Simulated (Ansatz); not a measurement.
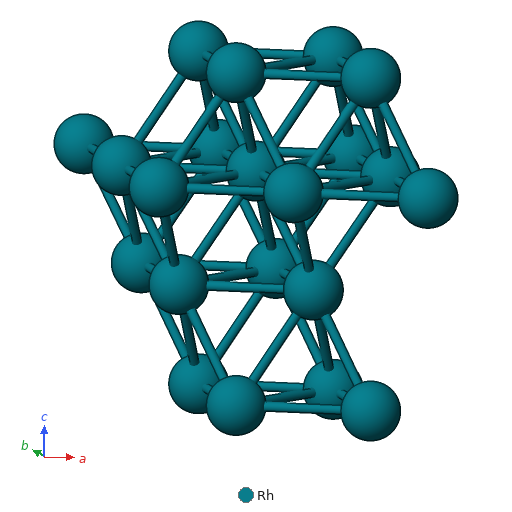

System: Al(CH3)2 on a slab of content Rh. The picture shows the clean slab (repeated in the plane, vacuum cut away).

Structure:
```yaml
crystal:
  lattice:
    - [5.36480, 0.00000, 0.00000]
    - [-2.68240, 4.64600, 0.00000]
    - [0.00000, 0.00000, 23.57050]
  atoms:
    - { symbol: Rh, position: [0.33333, 0.16667, 0.36062] }
    - { symbol: Rh, position: [0.33333, 0.66667, 0.36062] }
    - { symbol: Rh, position: [0.83333, 0.16667, 0.36062] }
    - { symbol: Rh, position: [0.83333, 0.66667, 0.36062] }
    - { symbol: Rh, position: [0.66667, 0.33333, 0.45354] }
    - { symbol: Rh, position: [0.66667, 0.83333, 0.45354] }
    - { symbol: Rh, position: [0.16667, 0.33333, 0.45354] }
    - { symbol: Rh, position: [0.16667, 0.83333, 0.45354] }
    - { symbol: Rh, position: [0.00000, 0.50000, 0.54485] }
    - { symbol: Rh, position: [0.00000, 0.00000, 0.54485] }
    - { symbol: Rh, position: [0.50000, 0.50000, 0.54485] }
    - { symbol: Rh, position: [0.50000, 0.00000, 0.54485] }
    - { symbol: Rh, position: [0.33333, 0.66667, 0.63707] }
    - { symbol: Rh, position: [0.33333, 0.16667, 0.63707] }
    - { symbol: Rh, position: [0.83333, 0.66667, 0.63707] }
    - { symbol: Rh, position: [0.83333, 0.16667, 0.63707] }
```

Calculation (Ansatz 0.2.0): adsorption at several starting sites on a slab cut from the named crystal, one adsorbate a surface cell, the lower planes held, the adsorption energy counts from the clean slab and the free, spin-polarised adsorbate, negative where bound, plane waves with PAW datasets, Γ-centred k mesh. Level: PBE with D3(BJ), no spin polarisation.

```tsv
setting	value
crystal formula	Rh
crystal space group number	225
Miller index h	1
Miller index k	1
Miller index l	1
top plane	Rh
bottom plane	Rh
planes	4
surface cell	(2, 2)
slab thickness as cut	6.57 Å
vacuum	17 Å
surface area	24.93 Å²
wave cutoff	420 eV
k mesh	6×6×1
occupations	Gaussian
smearing width	0.1 eV
boundary	dipole corrected
adsorbate	Al(CH3)2
```

Sites are named by a rule of distances and placed in fractions of the cell vectors a and b; the slab's top layers relax too; key: 1 = top site at (0.33, 0.67); 2 = hollow site at (0.17, 0.33).

Predict the adsorption energy of each starting site.

The adsorbate slid sideways from no. 1 (by 1.4 Å). Among these starts the lowest is no. 1, at −4.124 eV; no. 2 is 0.067 eV higher.

```csv
starting site,adsorption energy (eV),height over highest slab atom (Å),lateral move (Å),dipole change (e Å)
no. 1,-4.124,1.668,1.42,0.141
no. 2,-4.057,1.700,0.26,0.146
```

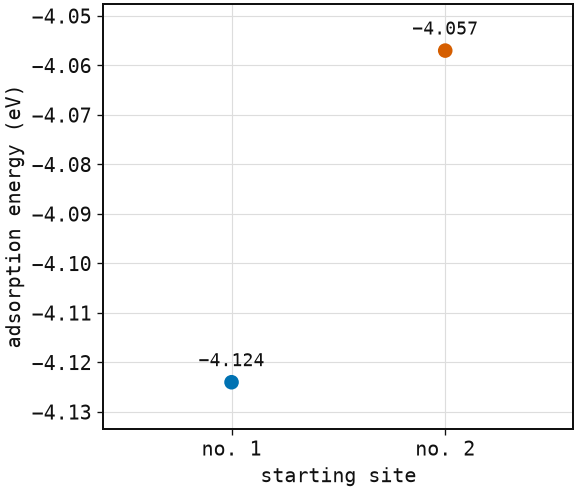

Note: xc potential rough in thin density.
